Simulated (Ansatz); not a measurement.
**ClF₂GeH₅ (built from SMILES F.F.[Cl][GeH3]): search for a transition state**

Aim: find the saddle point of a ligand exchange through a proton shuttle that is to form Ge1–F7, H6–F9, Cl2–H8 and break Ge1–Cl2, H6–F7, H8–F9, prove it by its vibrations, and relax downhill on both sides to see what it joins.

Program: Ansatz 0.2.0, Gaussian basis. Level of theory: PBE0-D4, def2-SVP first, then def2-TZVP. These are calculated values, not measurements.

190 further runs of the same task are left out: 190 set aside as unsound or not needed. Runs told in other sessions of the task aren't counted.

### Step 1. The starting structure

The guess: 9 atoms, charge 0, spin multiplicity 1.

Atoms are counted from 1 here; the program's logs count them from 0.

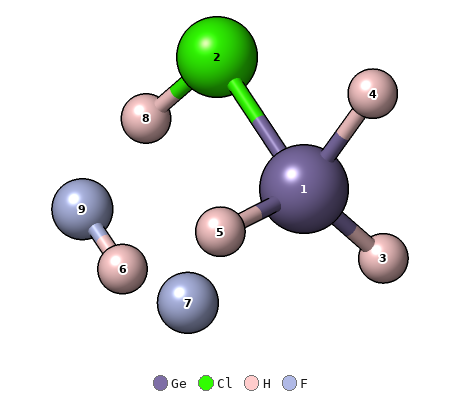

As it starts; germanium purple, chlorine green, hydrogen pink, fluorine light blue; atoms are numbered from 1 in the order of the file.

As a file:

```xyz
9
charge 0, multiplicity 1
Ge   -0.80080   -1.03030   -0.29730
Cl    0.06680   -0.12000    1.64040
H     0.29660   -1.69630   -1.05570
H    -1.52010   -2.10470    0.53880
H    -1.83430   -0.10720   -0.84770
H     1.08090    1.50390   -0.46600
F     0.40780    0.70180   -1.14870
H     0.81370    0.92590    1.21860
F     1.48940    1.92690    0.41760
```

Distances that are to change: Ge1–F7 2.28 Å, H6–F9 1.06 Å, Cl2–H8 1.35 Å, Ge1–Cl2 2.31 Å, H6–F7 1.25 Å, H8–F9 1.45 Å.

### Step 2. Relaxing the guess with the reacting distances held

hold/in.yaml reads:

```yaml
crystal:
  periodic: [false, false, false]
  atoms:
    - {symbol: Ge, position_ang: [-0.800800, -1.030300, -0.297300]}
    - {symbol: Cl, position_ang: [0.066800, -0.120000, 1.640400]}
    - {symbol: H, position_ang: [0.296600, -1.696300, -1.055700]}
    - {symbol: H, position_ang: [-1.520100, -2.104700, 0.538800]}
    - {symbol: H, position_ang: [-1.834300, -0.107200, -0.847700]}
    - {symbol: H, position_ang: [1.080900, 1.503900, -0.466000]}
    - {symbol: F, position_ang: [0.407800, 0.701800, -1.148700]}
    - {symbol: H, position_ang: [0.813700, 0.925900, 1.218600]}
    - {symbol: F, position_ang: [1.489400, 1.926900, 0.417600]}
basis:
  gaussian: {orbitals: def2-SVP}
hamiltonian: {xc: pbe0, dispersion: d4}
relax: {f_tol: 0.04, max_steps: 150, escape_saddle: false, constraints: [{distance: [0, 6]}, {distance: [5, 8]}, {distance: [1, 7]}, {distance: [0, 1]}, {distance: [5, 6]}, {distance: [7, 8]}]}
```

On the command line:

```bash
$ ansatz run in.yaml --threads 8 --pin off --events-out ev --progress --plain --max-ram 19148MiB
```

The log of the run, cut to the lines that bear on the results:

```text
Functional definition: PBE0
  name "PBE0"
  cite "Adamo & Barone, J. Chem. Phys. 110, 6158 (1999) doi:10.1063/1.478522"
  cite "Perdew, Burke & Ernzerhof, Phys. Rev. Lett. 77, 3865 (1996) doi:10.1103/PhysRevLett.77.3865"
  parent pbe
[...]
1078 factors; integrals over basis functions are off by at most 4.1e-4 eV
[...]
mean field -74523.85246918 eV, -2738.7010641610 hartree, gradient 1.2e-5 eV, S^2 0.000000; 0 other end points of the search recorded, 0 dependent functions left out
[...]
reference -74523.85249252 eV, -2738.7010650185 hartree; 36, 36 occupied and 67, 67 virtual orbitals, 1078 factors
relax step   1: F+E_penalty+E_count = -74523.98562875 eV  Δ(F+E_penalty+E_count) = +0.000e0 eV  max|allowed force component| = 5.101e-1 eV/Å  Δτ_max = 0.0000 Å  (27 SCF iters, accepted)
[...]
relax step   3: F+E_penalty+E_count = -74524.06022521 eV  Δ(F+E_penalty+E_count) = -1.308e-2 eV  max|allowed force component| = 5.687e-2 eV/Å  Δτ_max = 0.0400 Å  (30 SCF iters, accepted)
[...]
relax step   4: F+E_penalty+E_count = -74524.06136155 eV  Δ(F+E_penalty+E_count) = -1.136e-3 eV  max|allowed force component| = 2.542e-2 eV/Å  Δτ_max = 0.0096 Å  (24 SCF iters, accepted)
  distance Ge 0 - F 6 held at 2.277228 Å   reaction = +7.7758e-1 eV/Å
  distance H 5 - F 8 held at 1.061391 Å   reaction = -6.6844e-2 eV/Å
  distance Cl 1 - H 7 held at 1.352657 Å   reaction = -1.1248e0 eV/Å
  distance Ge 0 - Cl 1 held at 2.309991 Å   reaction = -7.7881e-1 eV/Å
  distance H 5 - F 6 held at 1.250003 Å   reaction = +6.3011e-1 eV/Å
  distance H 7 - F 8 held at 1.449197 Å   reaction = +9.3247e-1 eV/Å
1078 factors; integrals over basis functions are off by at most 6.9e-4 eV
mean field -74523.92867556 eV, -2738.7038646936 hartree, gradient 1.7e-5 eV, S^2 0.000000; 1 other end points of the search recorded, 0 dependent functions left out
[...]
reference -74523.92869879 eV, -2738.7038655475 hartree; 36, 36 occupied and 67, 67 virtual orbitals, 1078 factors
Total energy: -74524.06138479 eV, -2738.7087416678 hartree
Atom 0 at    -0.790925    -1.014919    -0.314216 Å, force     0.121894     0.286271    -0.930812 eV/Å
Atom 1 at     0.069714    -0.116626     1.632172 Å, force    -0.320480    -0.558103     1.031141 eV/Å
Atom 2 at     0.262056    -1.765081    -1.123923 Å, force    -0.016242     0.014015    -0.000442 eV/Å
Atom 3 at    -1.478463    -2.058259     0.617362 Å, force     0.017854     0.025424    -0.010386 eV/Å
Atom 4 at    -1.898292    -0.153660    -0.913456 Å, force     0.017862    -0.011473    -0.003914 eV/Å
Atom 5 at     1.084759     1.500325    -0.400043 Å, force    -0.374384    -0.442966    -0.400598 eV/Å
Atom 6 at     0.427753     0.727158    -1.130155 Å, force    -0.091468    -0.213137     0.642066 eV/Å
Atom 7 at     0.806825     0.922558     1.177808 Å, force     1.072623     1.534510    -0.843782 eV/Å
Atom 8 at     1.516573     1.958504     0.454451 Å, force    -0.427661    -0.634540     0.516726 eV/Å
Dipole moment:    -0.373120    -0.534812     0.273436 e Å
```

It took 4.7 s on 8 threads of Arm Neoverse V2, shared host.

Along the way:

```csv
step,energy from step 1 (eV),largest force component (eV/Å)
1,0.0000,0.5101
2,-0.0615,0.1470
3,-0.0746,0.0569
4,-0.0757,0.0254
```

Distances of close pairs at the start and the end, largest changes first:

```csv
bond,before (Å),after (Å),change (Å)
Ge1–H3,1.491,1.525,+0.035
Ge1–H5,1.491,1.525,+0.034
Ge1–H4,1.540,1.559,+0.019
H6–F9,1.061,1.061,+0.000
Ge1–Cl2,2.310,2.310,+0.000
Cl2–H8,1.353,1.353,+0.000
```

### Step 3. A starting Hessian

hessian/in.yaml reads:

```yaml
crystal:
  periodic: [false, false, false]
  atoms:
    - {symbol: Ge, position_ang: [-0.790925, -1.014919, -0.314216]}
    - {symbol: Cl, position_ang: [0.069714, -0.116626, 1.632172]}
    - {symbol: H, position_ang: [0.262056, -1.765081, -1.123923]}
    - {symbol: H, position_ang: [-1.478463, -2.058259, 0.617362]}
    - {symbol: H, position_ang: [-1.898292, -0.153660, -0.913456]}
    - {symbol: H, position_ang: [1.084759, 1.500325, -0.400043]}
    - {symbol: F, position_ang: [0.427753, 0.727158, -1.130155]}
    - {symbol: H, position_ang: [0.806825, 0.922558, 1.177808]}
    - {symbol: F, position_ang: [1.516573, 1.958504, 0.454451]}
basis:
  gaussian: {orbitals: def2-SVP}
hamiltonian: {xc: pbe0, dispersion: d4}
phonons: {}
scf: {lower_state_search: off}
```

On the command line:

```bash
$ ansatz run in.yaml --threads 8 --pin off --events-out ev --progress --plain --max-ram 19148MiB
```

The log of the run, cut to the lines that bear on the results:

```text
[... 5 set-up lines as earlier in the session ...]
[...]
1077 factors; integrals over basis functions are off by at most 3.1e-4 eV
[...]
mean field -74523.92867509 eV, -2738.7038646763 hartree, gradient 2.5e-6 eV, S^2 0.000000; 0 other end points of the search recorded, 0 dependent functions left out
[...]
reference -74523.92869832 eV, -2738.7038655301 hartree; 36, 36 occupied and 67, 67 virtual orbitals, 1077 factors
[... from here to the last solve, the lines of the solves are left out (53 solves) ...]
1077 factors; integrals over basis functions are off by at most 3.1e-4 eV
mean field -74523.92733311 eV, -2738.7038153594 hartree, gradient 9.5e-7 eV, S^2 0.000000; 0 other end points of the search recorded, 0 dependent functions left out
[...]
WARN: phonons: modes at or below zero, which the zero-point energy, F, S and C_V leave out: 1, the lowest at -395.20 cm⁻¹. A minimum has none, and a first-order saddle one
[...]
Atom 2 at     0.262056    -1.765081    -1.123923 Å, force    -0.016248     0.014018    -0.000439 eV/Å
Atom 3 at    -1.478463    -2.058259     0.617362 Å, force     0.017857     0.025429    -0.010385 eV/Å
Atom 4 at    -1.898292    -0.153660    -0.913456 Å, force     0.017853    -0.011466    -0.003920 eV/Å
Atom 5 at     1.084759     1.500325    -0.400043 Å, force    -0.374396    -0.442978    -0.400602 eV/Å
Atom 6 at     0.427753     0.727158    -1.130155 Å, force    -0.091459    -0.213121     0.642070 eV/Å
Atom 7 at     0.806825     0.922558     1.177808 Å, force     1.072625     1.534511    -0.843766 eV/Å
Atom 8 at     1.516573     1.958504     0.454451 Å, force    -0.427659    -0.634543     0.516723 eV/Å
Dipole moment:    -0.373120    -0.534810     0.273435 e Å
Vibrations: -395.20 86.64 166.75 229.96 269.28 317.25 461.87 573.97 628.47 659.66 803.59 883.50 934.55 963.23 1133.91 1304.34 1657.46 2084.70 2204.20 2243.40 2364.80 cm⁻¹, zero-point energy 1.238076 eV
Checks for a lower state left out: stability, starts, cluster_reference, orbital_swaps, neighbouring_geometries, increment
```

It took 30 s on 8 threads of Arm Neoverse V2, shared host.

The structure is not stationary yet, so these wavenumbers are no spectrum; the search needs only the force constants.

### Step 4. Saddle search in the small basis

A small driver takes partitioned rational-function steps: uphill along one mode, downhill along the rest. It calls the program once a step for energy and forces and updates the Hessian by Bofill's formula. It stops when the largest force is under 0.04 eV/Å and the followed curvature is negative. The first step's input:

presaddle/in.yaml reads:

```yaml
crystal:
  periodic: [false, false, false]
  atoms:
    - {symbol: Ge, position_ang: [-0.790925, -1.014919, -0.314216]}
    - {symbol: Cl, position_ang: [0.069714, -0.116626, 1.632172]}
    - {symbol: H, position_ang: [0.262056, -1.765081, -1.123923]}
    - {symbol: H, position_ang: [-1.478463, -2.058259, 0.617362]}
    - {symbol: H, position_ang: [-1.898292, -0.153660, -0.913456]}
    - {symbol: H, position_ang: [1.084759, 1.500325, -0.400043]}
    - {symbol: F, position_ang: [0.427753, 0.727158, -1.130155]}
    - {symbol: H, position_ang: [0.806825, 0.922558, 1.177808]}
    - {symbol: F, position_ang: [1.516573, 1.958504, 0.454451]}
basis:
  gaussian: {orbitals: def2-SVP}
hamiltonian: {xc: pbe0, dispersion: d4}
output: {forces: true}
scf: {lower_state_search: off}
```

On the command line:

```bash
$ ansatz run in.yaml --threads 8 --pin off --events-out ev --progress --plain --max-ram 19148MiB
```

Step by step:

```csv
step,energy (eV),largest force (eV/Å),followed curvature (eV/Å²)
1,-74524.06135,1.5345,-5.34
2,-74524.37495,0.8319,-5.21
3,-74524.46419,1.0174,-5.01
4,-74524.23581,1.3081,-5.15
5,-74524.48526,0.5961,-4.32
6,-74524.52731,0.5277,-4.68
7,-74524.02079,1.7736,-4.66
8,-74524.40432,0.8187,-4.55
9,-74524.47477,0.7956,-4.88
10,-74524.50895,0.4195,-5.47
11,-74524.49250,0.3668,-5.49
14,-74524.53254,0.0433,-5.38
17,-74524.56554,0.2873,-5.47
20,-74524.59041,0.3579,-4.98
23,-74524.61133,0.1842,-4.66
26,-74524.62509,0.1714,-4.80
27,-74524.62664,0.0901,-4.77
28,-74524.62368,0.2142,-4.61
29,-74524.62653,0.0962,-6.00
30,-74524.62721,0.0456,-6.08
31,-74524.62729,0.0792,-6.24
32,-74524.62716,0.0575,-5.43
33,-74524.62741,0.0393,-5.16
```

The 33 steps took 21 s in all (8 threads of Arm Neoverse V2, shared host).

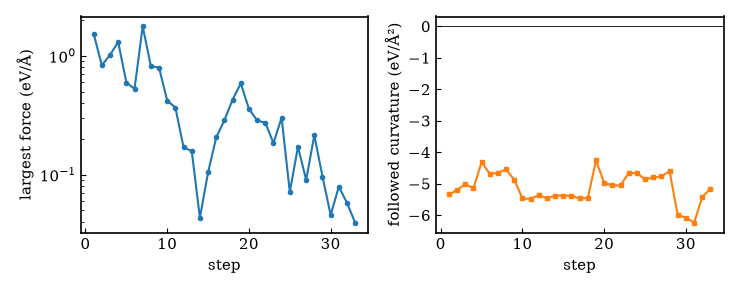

Largest force and followed curvature during the search.

### Step 5. Saddle search in triple zeta

The search itself is an outer loop (partitioned rational-function steps, Bofill update of the Hessian). Each step is one single-point run with forces. It stops when the largest force is under 0.01 eV/Å and the followed curvature is negative. The first step's input:

saddle/in.yaml reads:

```yaml
crystal:
  periodic: [false, false, false]
  atoms:
    - {symbol: Ge, position_ang: [-0.785166, -0.925680, -0.415331]}
    - {symbol: Cl, position_ang: [0.505720, -0.320499, 1.736486]}
    - {symbol: H, position_ang: [0.420674, -1.758280, -0.845744]}
    - {symbol: H, position_ang: [-1.731904, -1.497961, 0.646224]}
    - {symbol: H, position_ang: [-1.669458, -0.594437, -1.640279]}
    - {symbol: H, position_ang: [0.603310, 1.427322, -0.253421]}
    - {symbol: F, position_ang: [-0.262352, 0.995679, -0.722955]}
    - {symbol: H, position_ang: [1.341594, 0.951828, 1.092100]}
    - {symbol: F, position_ang: [1.577582, 1.722028, 0.402921]}
basis:
  gaussian: {orbitals: def2-TZVP}
hamiltonian: {xc: pbe0, dispersion: d4}
output: {forces: true}
scf: {lower_state_search: off}
```

On the command line:

```bash
$ ansatz run in.yaml --threads 8 --pin off --events-out ev --progress --plain --max-ram 19148MiB
```

Step by step:

```csv
step,energy (eV),largest force (eV/Å),followed curvature (eV/Å²)
1,-74542.88065,0.1169,-5.16
2,-74542.88387,0.1984,-5.17
3,-74542.88456,0.1158,-4.62
4,-74542.88626,0.1041,-4.65
5,-74542.87516,0.4687,-4.69
6,-74542.87890,0.4856,-4.98
7,-74542.88647,0.2595,-4.72
8,-74542.89108,0.1334,-4.55
9,-74542.89149,0.0731,-2.86
10,-74542.88992,0.0795,-2.67
11,-74542.89037,0.1405,-2.85
12,-74542.89190,0.0885,-3.37
13,-74542.89062,0.2472,-3.77
14,-74542.89178,0.1208,-2.80
15,-74542.89153,0.0336,-3.28
16,-74542.89165,0.0323,-4.24
17,-74542.89172,0.0424,-4.12
18,-74542.89177,0.0188,-4.06
19,-74542.89182,0.0260,-4.09
20,-74542.89189,0.0248,-4.14
21,-74542.89194,0.0208,-4.19
22,-74542.89199,0.0242,-4.21
23,-74542.89205,0.0175,-4.22
24,-74542.89207,0.0152,-4.24
25,-74542.89208,0.0121,-4.23
26,-74542.89208,0.0152,-4.24
27,-74542.89209,0.0172,-4.26
28,-74542.89210,0.0117,-4.32
29,-74542.89211,0.0071,-4.27
```

The 29 steps took 35 s in all (8 threads of Arm Neoverse V2, shared host).

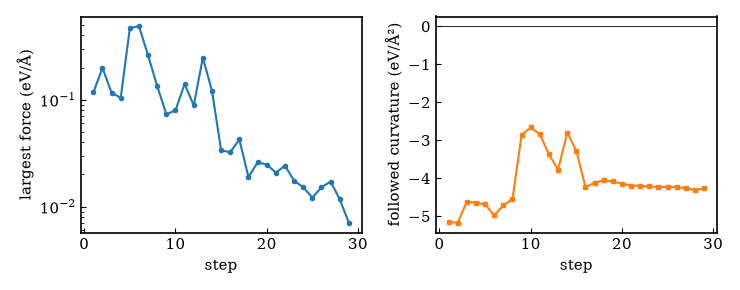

Largest force and followed curvature during the search.

Geometry at the end of the search:

```xyz
9

Ge   -0.77889   -0.96753   -0.44234
Cl    0.81903   -0.52386    1.54413
H     0.25788   -2.02861   -0.79827
H    -1.76867   -1.20717    0.69492
H    -1.58664   -0.62062   -1.71162
H     0.53030    1.46064   -0.21767
F    -0.17352    0.93976   -0.79802
H     1.32643    1.03174    1.13935
F     1.37408    1.91566    0.58952
```

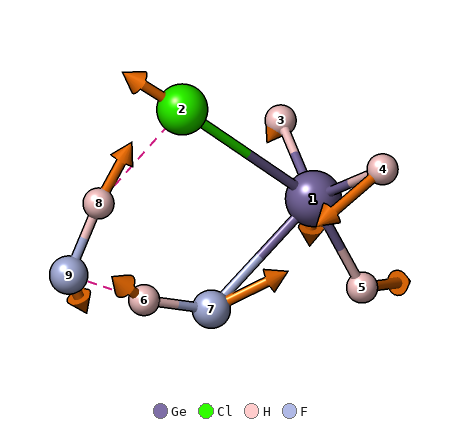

The point found; arrows show the followed mode. Pairs that react are joined by broken lines, hidden where the pair is close enough to be drawn as a bond.

### Step 6. Checking the order of the point

vib/in.yaml reads:

```yaml
crystal:
  periodic: [false, false, false]
  atoms:
    - {symbol: Ge, position_ang: [-0.778894, -0.967532, -0.442338]}
    - {symbol: Cl, position_ang: [0.819025, -0.523865, 1.544128]}
    - {symbol: H, position_ang: [0.257883, -2.028614, -0.798270]}
    - {symbol: H, position_ang: [-1.768666, -1.207172, 0.694915]}
    - {symbol: H, position_ang: [-1.586643, -0.620618, -1.711621]}
    - {symbol: H, position_ang: [0.530303, 1.460637, -0.217670]}
    - {symbol: F, position_ang: [-0.173517, 0.939761, -0.798016]}
    - {symbol: H, position_ang: [1.326426, 1.031743, 1.139353]}
    - {symbol: F, position_ang: [1.374084, 1.915660, 0.589518]}
basis:
  gaussian: {orbitals: def2-TZVP}
hamiltonian: {xc: pbe0, dispersion: d4}
phonons: {temperatures: {t_min: 298.15, t_max: 900, t_step: 200}}
```

On the command line:

```bash
$ ansatz run in.yaml --threads 8 --pin off --events-out ev --progress --plain --max-ram 19148MiB
```

The log of the run, cut to the lines that bear on the results:

```text
[... 5 set-up lines as earlier in the session ...]
[...]
1201 factors; their error is unknown
[...]
mean field -74542.75997885 eV, -2739.3959023252 hartree, gradient 4.6e-5 eV, S^2 0.000000; 0 other end points of the search recorded, 0 dependent functions left out
[...]
reference -74542.76000603 eV, -2739.3959033241 hartree; 36, 36 occupied and 141, 141 virtual orbitals, 1201 factors
[... from here to the last solve, the lines of the solves are left out (53 solves) ...]
1201 factors; their error is unknown
mean field -74542.75995021 eV, -2739.3959012727 hartree, gradient 9.6e-7 eV, S^2 0.000000; 0 other end points of the search recorded, 0 dependent functions left out
[...]
WARN: phonons: modes at or below zero, which the zero-point energy, F, S and C_V leave out: 1, the lowest at -256.65 cm⁻¹. A minimum has none, and a first-order saddle one
[...]
Atom 0 at    -0.778894    -0.967532    -0.442338 Å, force     0.002000    -0.002244     0.000269 eV/Å
Atom 1 at     0.819025    -0.523865     1.544128 Å, force    -0.000737    -0.001778     0.000633 eV/Å
Atom 2 at     0.257883    -2.028614    -0.798270 Å, force    -0.001521     0.001675     0.000217 eV/Å
Atom 3 at    -1.768666    -1.207172     0.694915 Å, force    -0.000128     0.000594    -0.000001 eV/Å
Atom 4 at    -1.586643    -0.620618    -1.711621 Å, force     0.000087     0.000189    -0.000547 eV/Å
Atom 5 at     0.530303     1.460637    -0.217670 Å, force    -0.002028    -0.001759    -0.001943 eV/Å
Atom 6 at    -0.173517     0.939761    -0.798016 Å, force     0.001981     0.001775     0.002256 eV/Å
Atom 7 at     1.326426     1.031743     1.139353 Å, force     0.000761    -0.005521     0.003457 eV/Å
Atom 8 at     1.374084     1.915660     0.589518 Å, force    -0.000416     0.007070    -0.004341 eV/Å
Dipole moment:    -0.304651    -0.171551    -0.331762 e Å
Vibrations: -256.65 13.50 111.08 204.07 262.60 378.85 499.97 596.98 658.15 805.54 814.67 917.62 939.01 972.83 1077.24 1425.07 1681.99 2130.81 2187.61 2225.40 2465.80 cm⁻¹, zero-point energy 1.262704 eV
```

It took 54 s on 8 threads of Arm Neoverse V2, shared host.

The modes, with what each moves most:

```csv
mode,wavenumber (cm⁻¹),character
1,257i,"changes Ge1–F7, H6–F9, Cl2–H8, Ge1–Cl2, H6–F7, H8–F9"
2,14,torsion with bend
3,111,bend
4,204,bend
5,263,Ge–Cl and Ge–F stretch
6,379,"not assigned (largely outside the bonds, angles and torsions drawn)"
7,500,"not assigned (largely outside the bonds, angles and torsions drawn)"
8,597,bend
9,658,bend
10,806,"not assigned (largely outside the bonds, angles and torsions drawn)"
11,815,bend
12,918,bend
13,939,bend
14,973,"not assigned (largely outside the bonds, angles and torsions drawn)"
15,1077,"not assigned (largely outside the bonds, angles and torsions drawn)"
16,1425,bend with F–H stretch
17,1682,F–H stretch
18,2131,Ge–H stretch
19,2188,Ge–H stretch
20,2225,Ge–H stretch
21,2466,F–H stretch
```

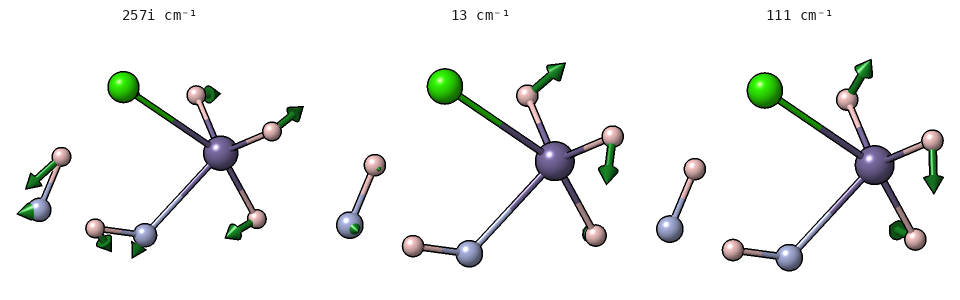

How the atoms move in 3 of the modes.

Vibrational sums (real modes only):

```csv
T (K),entropy (J/mol/K),heat capacity (J/mol/K)
298,74.3,63.9
498,114.9,94.5
698,150.2,114.8
898,180.9,128.6
```

Modes under 50 cm⁻¹ weigh heavily in the entropy, and the harmonic picture is poor for them.

### Step 7. Relaxing after a step of 0.30 Å one way along the mode

downa/in.yaml reads:

```yaml
crystal:
  periodic: [false, false, false]
  atoms:
    - {symbol: Ge, position_ang: [-0.799498, -0.875364, -0.596470]}
    - {symbol: Cl, position_ang: [1.010962, -0.494002, 1.700362]}
    - {symbol: H, position_ang: [0.269747, -1.945476, -0.824825]}
    - {symbol: H, position_ang: [-1.667254, -0.924886, 0.700439]}
    - {symbol: H, position_ang: [-1.663034, -0.795533, -1.898612]}
    - {symbol: H, position_ang: [0.622948, 1.493073, -0.074707]}
    - {symbol: F, position_ang: [-0.365747, 0.752283, -0.709993]}
    - {symbol: H, position_ang: [1.294478, 0.834081, 1.250788]}
    - {symbol: F, position_ang: [1.297396, 1.955825, 0.453016]}
basis:
  gaussian: {orbitals: def2-TZVP}
hamiltonian: {xc: pbe0, dispersion: d4}
relax: {f_tol: 0.005, max_steps: 200}
```

On the command line:

```bash
$ ansatz run in.yaml --threads 8 --pin off --events-out ev --progress --plain --max-ram 19148MiB
```

The log of the run, cut to the lines that bear on the results:

```text
[... 5 set-up lines as earlier in the session ...]
[...]
1201 factors; their error is unknown
[...]
mean field -74543.01083532 eV, -2739.4051211304 hartree, gradient 6.1e-5 eV, S^2 0.000000; 0 other end points of the search recorded, 0 dependent functions left out
[...]
reference -74543.01086253 eV, -2739.4051221305 hartree; 36, 36 occupied and 141, 141 virtual orbitals, 1201 factors
relax step   1: F+E_penalty+E_count = -74543.14176209 eV  Δ(F+E_penalty+E_count) = +0.000e0 eV  max|allowed force component| = 2.947e0 eV/Å  Δτ_max = 0.0000 Å  (27 SCF iters, accepted)
[...]
Total energy: -74543.84190553 eV, -2739.4356623974 hartree
Atom 0 at    -0.987834    -0.883896    -0.789128 Å, force     0.001581     0.003342    -0.000024 eV/Å
Atom 1 at     1.367508    -0.514860     2.172544 Å, force    -0.000184    -0.000077    -0.000189 eV/Å
Atom 2 at     0.254657    -1.767291    -0.864582 Å, force     0.000270    -0.000006    -0.000840 eV/Å
Atom 3 at    -1.686478    -0.877475     0.567966 Å, force    -0.000765     0.000446     0.000015 eV/Å
Atom 4 at    -1.942158    -1.059592    -1.973106 Å, force     0.000727     0.000329     0.000756 eV/Å
Atom 5 at     0.642204     1.652290    -0.156432 Å, force    -0.000601     0.000102    -0.000896 eV/Å
Atom 6 at    -0.385860     0.776192    -1.004576 Å, force    -0.002404    -0.004695    -0.000352 eV/Å
Atom 7 at     1.476503     0.644421     1.599840 Å, force     0.000155     0.000285     0.000040 eV/Å
Atom 8 at     1.261457     2.030211     0.447472 Å, force     0.001221     0.000273     0.001489 eV/Å
Dipole moment:    -0.517285    -0.457387    -0.416673 e Å
```

Wall time 17 s (8 threads of Arm Neoverse V2, shared host).

Along the way:

```csv
step,energy from step 1 (eV),largest force component (eV/Å)
1,0.0000,2.9466
2,-0.4143,1.4001
3,-0.6638,0.5728
4,-0.6639,1.0439
5,-0.6874,0.2870
6,-0.6976,0.1880
7,-0.6996,0.0257
8,-0.7000,0.0120
9,-0.7001,0.0073
10,-0.7001,0.0083
11,-0.7001,0.0047
```

Distances of close pairs at the start and the end, largest changes first:

```csv
bond,before (Å),after (Å),change (Å)
Cl2–H8,1.430,1.298,-0.133
Ge1–F7,1.688,1.779,+0.091
Ge1–H4,1.561,1.526,-0.035
Ge1–H5,1.564,1.531,-0.034
H6–F9,0.973,0.944,-0.029
Ge1–H3,1.530,1.526,-0.004
```

(Part 1 of 2 ends here.)
